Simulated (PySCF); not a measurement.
System: C$_{5}$H$_{6}$BS$_{2}$ (SMILES [CH2]BSc1cccs1) (doublet).

Input

```
{"job": {"kind": "epr", "basis": "pcH-1"}, "charge": 0, "multiplicity": 2}
C      3.502109     0.603456     0.578384
B      2.049896     0.577291     0.326422
S      1.088810    -0.567303     1.364657
C     -0.552270    -0.473567     0.780597
C     -1.026877    -0.173890    -0.467048
C     -2.430194    -0.250478    -0.547074
C     -3.008848    -0.611822     0.629278
S     -1.850379    -0.873095     1.870141
H      3.995248    -0.039107     1.291540
H      4.182085     1.270264     0.071905
H      1.477370     1.247871    -0.439817
H     -0.393341     0.079409    -1.296656
H     -2.983761    -0.047192    -1.445959
H     -4.050526    -0.742310     0.844919
```

Command:

```sh
OMP_NUM_THREADS=1 python probes_run.py task.json out
```

Geometry: GFN2-xTB.

Method: UKS B3LYP, pcH-1 on B C H S, non-relativistic, mean-field spin-orbit, GIAO (PySCF).

Q: What can the converged electron density, electron localisation function and spin density tell about the bonding?

A: C–C (1.36 Å): ρ at the midpoint is about 2.2 e/Å³; the ELF peaks at about 0.90 between the atoms; a covalent bond.
C–S (1.72 Å): ρ is about 1.4 e/Å³ halfway; the ELF peaks at about 0.90 between the atoms (a covalent bond).
C–H (1.07 Å): ρ at the midpoint is about 1.6 e/Å³; the ELF climbs to about 1 towards the hydrogen, as it does in any bond to H; a covalent bond by its length.
C–C (1.41 Å): ρ at the midpoint is about 1.5 e/Å³; the ELF peaks at about 0.90 between the atoms (a covalent bond).
The unpaired spin (1 electron) lies mostly on C1 (about 0.6), S3 (about 0.2) and B2 (about 0.1), in electrons by Hirshfeld's partition.

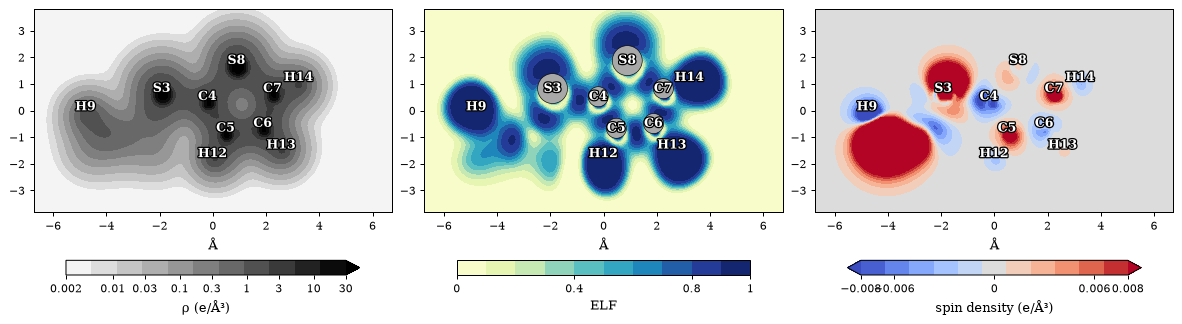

Computed electron density, electron localisation function and spin density on the plane of atoms C5, C4 and S8, in this order. Grey discs cover the atomic cores in the ELF map. 
